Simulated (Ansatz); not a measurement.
## Molecular dynamics of SiN2H8ClF (part 3 of 3)

Continued. System: SiN2H8ClF. Method: UKS PBE0/STO-3G (Ansatz 0.2.0). It belongs to a series of runs on one base structure; here: dynamics from the start.

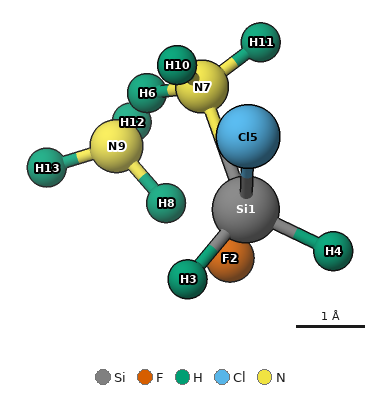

Figure 1. The geometry at step 100 of the log (ball-and-stick view, seen at a tilt; atoms are numbered from 1 in the order of the input).

### Trajectory as extended XYZ, continued
```
13
Properties=species:S:1:pos:R:3:forces:R:3 step=50 time_fs=25.0 energy=-25909.48050 temperature=842.5
Si   -0.5284    0.5035    1.2663   -2.4957   2.9272   4.4119
F    -1.1457   -0.8512    0.5217   -2.1017  -2.6576   0.2175
H    -1.7697    1.2077    0.9600    0.2463   0.1821  -0.0667
H    -0.3524   -0.1746    2.5375   -0.0574   0.0360  -0.0521
Cl    0.3054    2.5161    2.1576   -0.1495  -1.1581  -0.7010
H     0.5927   -0.2828   -0.7336   -0.6672  -0.3099  -1.5960
N     0.8319    0.4198    0.2246    4.2231   0.1778  -0.0502
H    -0.9185   -1.0213   -0.6145    1.0184  -0.1505  -0.7013
N    -0.1580   -0.9243   -1.5167   -0.0287   0.2705  -0.5904
H     1.1292    1.3845    0.0737    0.2995   1.3790  -0.8254
H     1.6698    0.0736    0.7547   -0.3135  -0.3160  -0.0664
H     0.2161   -1.8095   -1.9382   -0.4147   0.4207  -0.1034
H    -0.5477   -0.2848   -2.2624    0.4412  -0.8011   0.1237
13
Properties=species:S:1:pos:R:3:forces:R:3 step=60 time_fs=30.0 energy=-25909.51093 temperature=865.7
Si   -0.5886    0.4837    1.3040    1.1390   3.0584   0.7230
F    -1.1540   -0.8743    0.5050   -1.7118  -1.7502   0.5562
H    -1.7205    1.2895    0.7870    0.2856  -0.3839   0.5174
H    -0.2147   -0.2757    2.4720   -0.5105   0.1602   0.5537
Cl    0.3220    2.5154    2.1385   -0.5750  -1.1279  -0.1995
H     0.6588   -0.1601   -0.8762   -1.0099  -0.6427   1.3425
N     0.9037    0.4716    0.2500    2.4323   1.1807  -2.4448
H    -0.8475   -1.0126   -0.6727   -0.9483  -0.2870   1.7720
N    -0.1752   -0.9142   -1.5024    2.7668   1.1336  -4.4054
H     1.1993    1.4837   -0.0330   -0.4750  -1.6365   1.0750
H     1.7672    0.0601    0.7337   -1.0428   0.6239  -0.3549
H     0.2232   -1.7838   -1.9321   -0.2408   0.0754   0.3994
H    -0.5549   -0.3586   -2.3156   -0.1096  -0.4039   0.4653
13
Properties=species:S:1:pos:R:3:forces:R:3 step=70 time_fs=35.0 energy=-25909.32480 temperature=735.4
Si   -0.6379    0.4896    1.3500    5.1787   2.0424  -0.4847
F    -1.1848   -0.9201    0.4977   -1.3958  -0.7811   2.1925
H    -1.6338    1.3014    0.7146   -0.8863  -0.0351   0.2210
H    -0.2059   -0.3306    2.5062   -1.0113   0.5799  -0.1605
Cl    0.3348    2.5071    2.1180   -0.8959  -1.0829   0.1927
H     0.5325   -0.1731   -0.8179    1.0622   0.1668  -0.2164
N     0.9986    0.5293    0.2393   -4.8496  -3.0974  -0.9940
H    -0.8488   -1.0477   -0.5440    0.6507   0.2447  -2.1460
N    -0.1586   -0.8894   -1.5362   -0.0150  -0.0798   1.2421
H     1.2328    1.4741    0.0101    0.6322   2.2792  -0.0962
H     1.7814    0.1070    0.7192    1.3488  -0.4799   0.8687
H     0.2132   -1.7849   -1.8815    0.6504  -0.4192  -0.0520
H    -0.6044   -0.4553   -2.3485   -0.4691   0.6622  -0.5672
13
Properties=species:S:1:pos:R:3:forces:R:3 step=80 time_fs=40.0 energy=-25909.28081 temperature=706.0
Si   -0.6488    0.5127    1.3897    2.5659   0.5197  -3.5484
F    -1.2304   -0.9747    0.5124    0.5300   1.1147   0.8316
H    -1.7056    1.2866    0.7203   -0.0369  -0.2225   0.7131
H    -0.4071   -0.2725    2.5549   -0.2763   0.0956   0.9329
Cl    0.3417    2.4916    2.0987   -0.6989  -0.7332   0.3163
H     0.6136   -0.1360   -0.7711    0.7557   0.9144  -0.5438
N     1.0391    0.5549    0.2116   -0.3862  -0.4474   1.6128
H    -0.7950   -1.0391   -0.7049   -1.0038  -0.0168   1.3883
N    -0.1357   -0.8642   -1.5680    0.6419  -0.3305  -1.3699
H     1.3112    1.6211    0.1188   -0.8470  -2.1511   0.0634
H     1.8969    0.1454    0.7875   -2.0347   0.7163  -1.3711
H     0.2971   -1.8085   -1.8174   -0.4886   1.1513  -0.2216
H    -0.7083   -0.4871   -2.4049    1.2790  -0.6106   1.1963
13
Properties=species:S:1:pos:R:3:forces:R:3 step=90 time_fs=45.0 energy=-25909.18202 temperature=637.5
Si   -0.6364    0.5395    1.4037    0.5092  -1.7685  -1.7209
F    -1.2709   -1.0166    0.5391    1.3582   2.0637   0.6487
H    -1.8050    1.2321    0.8714    0.1914   0.1008   0.2405
H    -0.6868   -0.1536    2.7358    0.2261   0.6933  -0.9967
Cl    0.3440    2.4710    2.0813   -0.3556  -0.5008   0.2058
H     0.8259    0.0567   -0.8388   -1.4325  -0.8152   0.1173
N     1.0496    0.5653    0.2001   -4.4179  -0.9357  -0.5612
H    -0.8477   -1.0097   -0.6934    1.2974   0.1752  -0.1231
N    -0.1035   -0.8404   -1.5987    0.5369   1.3621   3.5735
H     1.2621    1.5521    0.2151    0.0639   2.2612  -0.4093
H     1.8139    0.2075    0.7164    2.4874  -1.9012   1.5305
H     0.3415   -1.7235   -1.8324    0.3944  -1.3302  -0.5621
H    -0.6552   -0.5547   -2.3882   -0.8587   0.5954  -1.9431
13
Properties=species:S:1:pos:R:3:forces:R:3 step=100 time_fs=50.0 energy=-25909.01204 temperature=517.4
Si   -0.6193    0.5527    1.4013   -0.9403  -1.7113  -1.3199
F    -1.2937   -1.0326    0.5734    2.4136   2.5071  -0.0843
H    -1.8666    1.2022    1.0728    0.1533   0.3725  -0.6594
H    -0.9071    0.0872    2.7496    0.8130  -0.4711  -0.1271
Cl    0.3439    2.4473    2.0655   -0.0065   0.2451   0.2811
H     0.7622    0.0919   -0.8910   -0.7361  -0.8201   0.3748
N     1.0168    0.5661    0.1977    0.3878  -0.0208   1.5361
H    -0.7155   -0.9667   -0.6482   -0.5994  -0.4449  -0.0025
N    -0.0637   -0.8016   -1.5994    0.2908  -0.7021  -1.8708
H     1.1860    1.6506    0.2391    0.2110  -1.8549   0.0616
H     1.8839    0.0725    0.7154   -2.1966   1.4636  -1.4217
H     0.3867   -1.7400   -1.9129   -0.4729   1.3182   1.0392
H    -0.6211   -0.5778   -2.5203    0.6824   0.1186   2.1930
13
Properties=species:S:1:pos:R:3:forces:R:3 step=110 time_fs=55.0 energy=-25909.00425 temperature=512.0
Si   -0.6095    0.5525    1.3872   -1.4382  -0.3138  -0.9751
F    -1.2868   -1.0179    0.6064    2.5764   1.9149  -1.0140
H    -1.8773    1.2434    1.1260    0.5799  -0.0869  -1.0111
H    -0.9514    0.2234    2.7366    0.7783  -1.2273   0.4625
Cl    0.3436    2.4252    2.0517    0.2209   0.8526   0.5238
H     0.5579   -0.0179   -0.8672    1.3008   1.0993   0.0222
N     0.9656    0.5617    0.2092   -4.9170  -1.0775  -1.1255
H    -0.6816   -1.0033   -0.6184   -0.9329  -0.0229  -0.0145
N    -0.0207   -0.7683   -1.6042   -1.1999  -0.6430   3.7077
H     1.1756    1.5549    0.2624    0.5609   1.4845  -0.1161
H     1.7482    0.0802    0.5717    2.5255  -1.5581   1.5059
H     0.4215   -1.6436   -1.8379    1.2236  -1.4300  -0.4400
H    -0.5636   -0.5110   -2.4060   -1.2783   1.0082  -1.5258
13
Properties=species:S:1:pos:R:3:forces:R:3 step=120 time_fs=60.0 energy=-25909.41728 temperature=801.5
Si   -0.6111    0.5481    1.3665   -0.8554  -0.4243   1.0141
F    -1.2492   -0.9798    0.6278    1.2671   0.6086  -1.2038
H    -1.7803    1.2792    0.9551   -0.1558  -0.0137  -0.5294
H    -0.8142    0.1020    2.7782    0.4617  -0.3544  -1.1760
Cl    0.3448    2.4088    2.0415    0.2775   1.1060   0.7920
H     0.5788    0.0449   -0.8475   -0.0942  -0.3205  -0.5400
N     0.8710    0.5404    0.2173    3.2982   0.3987   1.5221
H    -0.8074   -1.0385   -0.6004    1.3913   0.6736  -0.4397
N    -0.0005   -0.7519   -1.5723   -2.6557  -1.4039   0.9450
H     1.2343    1.5626    0.2637   -0.8131  -1.2908  -0.0598
H     1.7642   -0.0079    0.5760   -2.2555   0.9297  -0.4070
H     0.5820   -1.6297   -1.8057   -1.2414   1.3870  -0.5545
H    -0.5981   -0.3380   -2.3722    1.3753  -1.2959   0.6370
13
Properties=species:S:1:pos:R:3:forces:R:3 step=130 time_fs=65.0 energy=-25909.64283 temperature=956.4
Si   -0.6211    0.5412    1.3507   -1.1583   0.5057  -0.8508
F    -1.1944   -0.9335    0.6330    0.5409  -0.4553  -1.7688
H    -1.6889    1.3000    0.6743    0.1069  -0.2126   0.6409
H    -0.5708   -0.1171    2.6250   -0.0610   0.1369   0.5899
Cl    0.3476    2.3996    2.0367   -0.0238   1.0095   1.0641
H     0.6015    0.0744   -0.8893   -0.5509  -0.3640   0.9499
N     0.8038    0.5232    0.2389    1.1579   0.3169  -0.8337
H    -0.6954   -0.9576   -0.6400   -0.7232  -0.6990   1.3803
N    -0.0202   -0.7549   -1.5165   -0.1187   0.4973  -1.7961
H     1.1931    1.4698    0.2559    0.3635   1.0615   0.2730
H     1.5531   -0.0627    0.6040    1.0206  -0.7417   0.6537
H     0.5899   -1.4749   -1.9080    0.3043  -1.2949   0.1273
H    -0.4685   -0.3337   -2.3392   -0.8582   0.2398  -0.4298
13
Properties=species:S:1:pos:R:3:forces:R:3 step=140 time_fs=70.0 energy=-25909.13618 temperature=600.5
Si   -0.6391    0.5386    1.3318    0.6542   1.6910   1.1865
F    -1.1340   -0.8947    0.6167   -1.2291  -2.7851  -1.0765
H    -1.5981    1.2831    0.5238   -0.5824   0.0735   0.8511
H    -0.3451   -0.2847    2.5374   -0.6908   1.0530  -0.0385
Cl    0.3502    2.3973    2.0390   -0.4501   0.8210   1.1559
H     0.5245    0.0230   -0.7966    0.2052  -0.0914  -0.8826
N     0.7685    0.5123    0.2564    3.5464   0.4946   1.1798
H    -0.6874   -0.9976   -0.4609   -0.2056  -0.1728  -1.5107
N    -0.0443   -0.7588   -1.4909   -0.3397  -1.4430  -1.7217
H     1.1784    1.4869    0.3029    0.1388  -0.7692   0.1284
H     1.4550   -0.1676    0.7062   -0.0576   1.0964  -0.5485
H     0.5674   -1.4851   -1.9435   -0.2569  -0.1201   0.8367
H    -0.4836   -0.3303   -2.3340   -0.7322   0.1521   0.4401
13
Properties=species:S:1:pos:R:3:forces:R:3 step=150 time_fs=75.0 energy=-25909.25153 temperature=681.5
Si   -0.6523    0.5496    1.3205    1.3362   1.6627   0.6862
F    -1.0885   -0.8887    0.5879   -2.0568  -3.1824  -0.4911
H    -1.6386    1.2832    0.5654   -0.7731   0.2096   0.6041
H    -0.2733   -0.2377    2.4814   -0.8662   0.4661   0.6978
Cl    0.3499    2.4007    2.0491   -0.5622   0.9673   1.1403
H     0.4932   -0.0327   -0.8273    0.7184   0.6629   0.3689
N     0.7815    0.5097    0.2821    3.1015  -0.4282  -0.1460
H    -0.7470   -1.0829   -0.5353    0.5872   0.8940  -0.6144
N    -0.0744   -0.7812   -1.4962   -1.8373  -1.1944  -1.1720
H     1.2349    1.4472    0.3835    0.0909  -0.0914  -0.1965
H     1.4447   -0.1597    0.7740   -0.1704   0.6699  -0.6127
H     0.5130   -1.5748   -1.8415   -0.4049   0.3320  -0.5692
H    -0.6575   -0.3079   -2.2488    0.8367  -0.9682   0.3046
```

The run was set up as follows.

### Input file
```yaml
crystal:
  periodic: [false, false, false]
  atoms:
    - { symbol: Si, position_ang: [-0.5298, 0.7169, 1.3982] }
    - { symbol: F, position_ang: [-1.2408, -0.9548, 0.5575] }
    - { symbol: H, position_ang: [-1.5928, 1.3138, 0.6152] }
    - { symbol: H, position_ang: [-0.3338, -0.1629, 2.5308] }
    - { symbol: Cl, position_ang: [0.2489, 2.4732, 2.2064] }
    - { symbol: H, position_ang: [0.6208, -0.2597, -0.9885] }
    - { symbol: "N", position_ang: [1.0931, 0.4187, 0.0693] }
    - { symbol: H, position_ang: [-0.8961, -1.1657, -0.5806] }
    - { symbol: "N", position_ang: [-0.1873, -1.052, -1.7039] }
    - { symbol: H, position_ang: [1.4992, 1.312, -0.1685] }
    - { symbol: H, position_ang: [1.7931, -0.1426, 0.5326] }
    - { symbol: H, position_ang: [0.2148, -1.9148, -2.0294] }
    - { symbol: H, position_ang: [-0.6894, -0.582, -2.4389] }
magnetization:
  spin_polarized: true
basis:
  gaussian: { orbitals: STO-3G }
hamiltonian:
  xc: pbe0
md:
  timestep: 0.5
  n_steps: 150
  ensemble: nve
  temperature: 300.0
  initial_velocities: maxwell_boltzmann
  seed: 666452
```

Command:
```bash
ansatz run input.yaml --threads 1 --pin off --max-ram 2048MiB --backend cpu --events-out ev --progress --plain --runs-dir out
```

### Results in brief

```csv
quantity,value
outcome,finished
mean temperature over the second half,687 K
trajectory,"150 steps, 75 fs"
ensemble,nve
temperature in the input,300.0 K
time step,0.5 fs
potential energy (last step),−25909.2515 eV
mean-field energy (last step),−25909.2515 eV
largest force (length of the vector) (last step),3.821 eV/Å
hardware,"1 thread of Arm Neoverse V1, 24 GiB of memory available, shared host"
wall time,11 min
peak memory,0.16 GiB
```

### Notes

So short a trajectory is not equilibrated.
